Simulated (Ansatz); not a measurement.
**MP2/STO-3G run of InF (SMILES [F][In])**

What is the energy change on altering one bond length of InF at MP2/STO-3G? 

The results are computed with Ansatz 0.2.0.

39 further runs of the same task are left out: 3 that didn't finish, 36 set aside as unsound or not needed.

**1. The structure to begin with**

The species is InF (2 atoms), meant as a singlet with charge 0. SMILES: `[F][In]`. The coordinates come from a PBE0-D4/def2-TZVP relaxation.

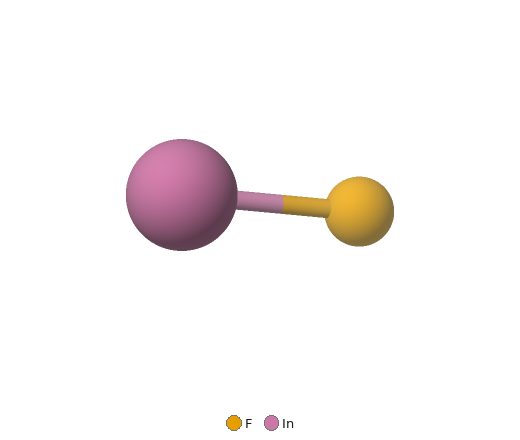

Viewed from a chosen angle; fluorine amber, indium pink.

**2. The energy at MP2/STO-3G**

File input.yaml:

```yaml
crystal:
  periodic: [false, false, false]
  atoms:
    - {symbol: F, position_ang: [0.000000, 0.000000, 0.015910]}
    - {symbol: In, position_ang: [-0.000000, -0.000000, 2.009580]}
basis:
  gaussian: {orbitals: STO-3G}
total_charge: 0
correlation: {method: mp2, frozen_orbitals: {F: 1, In: 18}}
accuracy: high
```

Launch:

```bash
$ ansatz run input.yaml --threads 1 --pin off --max-ram 3480MiB --events-out events.jsonl --progress --plain --runs-dir runs
```

Standard output:

```text
Warning: RAYON_NUM_THREADS=1 ignored (pool sized by the plan → 1); use --threads N
Functional definition: HF
  name "HF"
  exchange = exact_x
  correlation = 0
564 factors; integrals over basis functions are off by at most 4.7e-9 eV
mean field evaluation 1: about -157303.2369 eV, gradient 1.8e1 eV
mean field evaluation 2: about -157303.2986 eV, gradient 1.8e1 eV
mean field evaluation 4: about -157305.6558 eV, gradient 1.5e0 eV
mean field evaluation 8: about -157305.6794 eV, gradient 4.5e-5 eV
mean field -157305.67940285 eV, -5780.8770924357 hartree, gradient 5.8e-9 eV, S^2 0.000000; 0 other end points of the search recorded, 0 dependent functions left out
19 core orbitals not correlated: weight in the atoms' cores, before any rotation towards them, 1.000 or more for the frozen orbitals, at most 0.000 for the correlated occupied ones
reference -157305.67940285 eV, -5780.8770924357 hartree; 10, 10 occupied and 3, 3 virtual orbitals, 564 factors
second order -1.35546564 eV of doubles, -0.00000000 eV of singles
Total energy: -157307.03486849 eV, -5780.9269048793 hartree
```

Run time: 0.4 s. Hardware: 1 thread of Arm Neoverse V2, shared host.

**3. The distorted shape**

File job.yaml:

```yaml
basis:
  gaussian: {orbitals: STO-3G}
crystal:
  periodic: [false, false, false]
  atoms:
    - {symbol: F, position_ang: [0.000000, 0.000000, -0.482520]}
    - {symbol: In, position_ang: [-0.000000, -0.000000, 2.009580]}
correlation: {method: mp2, frozen_orbitals: {F: 1, In: 18}}
accuracy: high
```

Launch:

```bash
$ ansatz run job.yaml --threads 1 --pin off --max-ram 3480MiB --events-out events.jsonl --progress --plain --runs-dir runs
```

Standard output:

```text
Warning: RAYON_NUM_THREADS=1 ignored (pool sized by the plan → 1); use --threads N
Functional definition: HF
  name "HF"
  exchange = exact_x
  correlation = 0
557 factors; integrals over basis functions are off by at most 7.4e-9 eV
mean field evaluation 1: about -157299.2519 eV, gradient 1.6e1 eV
mean field evaluation 2: about -157299.2969 eV, gradient 1.6e1 eV
mean field evaluation 4: about -157302.9186 eV, gradient 3.5e0 eV
mean field evaluation 8: about -157303.1412 eV, gradient 8.0e-2 eV
mean field -157303.14123702 eV, -5780.7838165617 hartree, gradient 7.4e-9 eV, S^2 0.000000; 0 other end points of the search recorded, 0 dependent functions left out; unrestricted orbitals would lower it
mean field evaluation 16: about -157303.2563 eV, gradient 1.3e1 eV
19 core orbitals not correlated: weight in the atoms' cores, before any rotation towards them, 1.000 or more for the frozen orbitals, at most 0.000 for the correlated occupied ones
reference -157303.14123702 eV, -5780.7838165617 hartree; 10, 10 occupied and 3, 3 virtual orbitals, 557 factors
second order -1.52065654 eV of doubles, -0.00000000 eV of singles
Total energy: -157304.66189356 eV, -5780.8396996588 hartree
```

Run time: 0.4 s. Hardware: 1 thread of Arm Neoverse V2, shared host.

**4. Summary of results**

At MP2/STO-3G, 19 core orbitals frozen:

```
                                                          quantity           value
                                         first shape: total energy  -5780.92690 Eh
         first shape: correlation energy (19 core orbitals frozen)       -49.8 mEh
                                     distorted shape: total energy  -5780.83970 Eh
     distorted shape: correlation energy (19 core orbitals frozen)       -55.9 mEh
energy change with the F1–In2 bond stretched from 1.994 to 2.492 Å        2.373 eV
```

**Reading.** With the F1–In2 bond stretched from 1.994 to 2.492 Å the energy rises by 2.37 eV (55 kcal/mol). The first shape isn't relaxed at this level, so the change isn't measured from a minimum. The minimal basis adds a large error of its own. Relativity is left out (first shape) although the molecule holds a heavy atom. The restricted solution (distorted shape) is unstable to spin breaking: an unrestricted one lies lower. Relativity is left out (distorted shape) although the molecule holds a heavy atom.
